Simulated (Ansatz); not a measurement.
## Hypothetical I4_132 Ge, pressure series

The parent structure is Ge (space group I4_132, No. 214; a hypothetical phase, not in the database extracts checked).

```cif
data_Ge8
_chemical_formula_sum 'Ge8'
_space_group_name_H-M_alt 'I4132'
_space_group_IT_number 214
_space_group_name_Hall 'I 4bd 2c 3'
_cell_length_a 6.92151
_cell_length_b 6.92151
_cell_length_c 6.92151
_cell_angle_alpha 90.000
_cell_angle_beta 90.000
_cell_angle_gamma 90.000
loop_
_atom_site_label
_atom_site_type_symbol
_atom_site_symmetry_multiplicity
_atom_site_Wyckoff_symbol
_atom_site_fract_x
_atom_site_fract_y
_atom_site_fract_z
_atom_site_occupancy
Ge1 Ge 8 a 0.12500 0.12500 0.12500 1
```
(The calculation used a cell of 4 atoms; values per cell refer to that cell.)

Cell and atoms are relaxed at each pressure.

Levels (all Ansatz, a first-principles code, PAW): PBE (420 eV, without spin-orbit coupling); PBEsol (420 eV, no spin-orbit coupling).

The base cell above is that of PBE; each level relaxes its own structures.

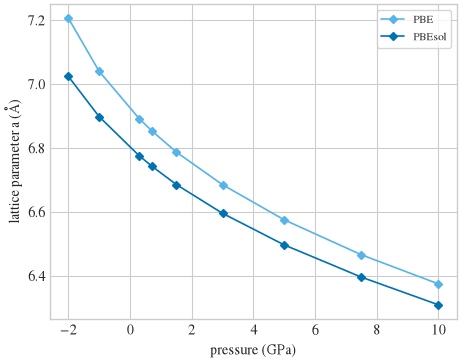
Figure: Lattice parameter a under two levels

How do the two levels compare along the series?

PBE lies above PBEsol in every row, by 0.066 Å to 0.183 Å. They put the cases in the same order.

Load acts through the strain it causes; cell and atoms are relaxed under it. Whether these cells are dynamically stable was not tested. No other phases were tried under pressure.
